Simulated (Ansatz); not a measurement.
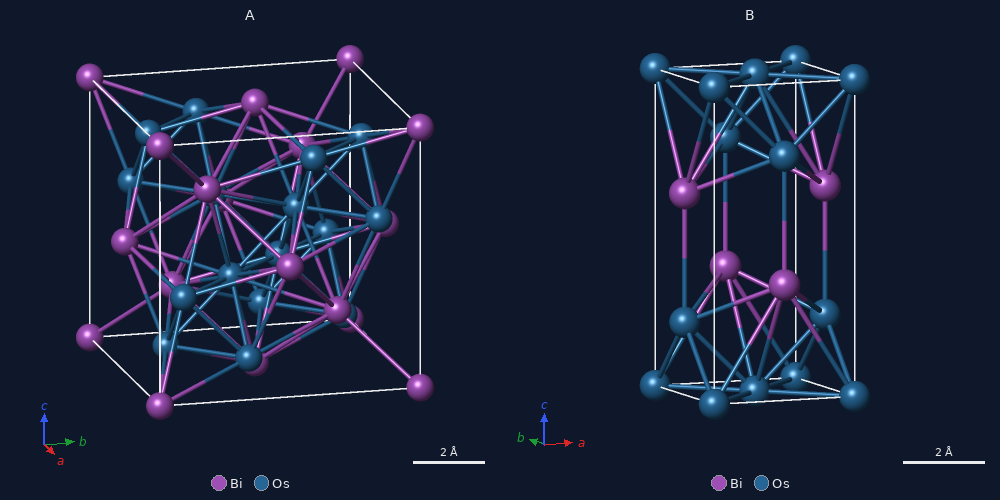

Two structures of BiOs$_{2}$, each relaxed to rest (conventional cells in solid outline, small ones repeated, not to one scale). Method: DFT PBE, scalar-relativistic, plane waves, PAW (Ansatz 0.2.0), without spin polarisation.

Describe A and B.

A: cubic Laves phase (C15, MgCu₂ type), Fd-3m. B: 6 atoms a cell on a primitive tetragonal lattice, P4/nmm.

Which form lies lower?

B is lower, by 288 meV/atom at this level of theory (energies at zero smearing). Volumes: A 18.8, B 19.2 Å³/atom.

One or both may be structure types tried for this composition rather than known phases.
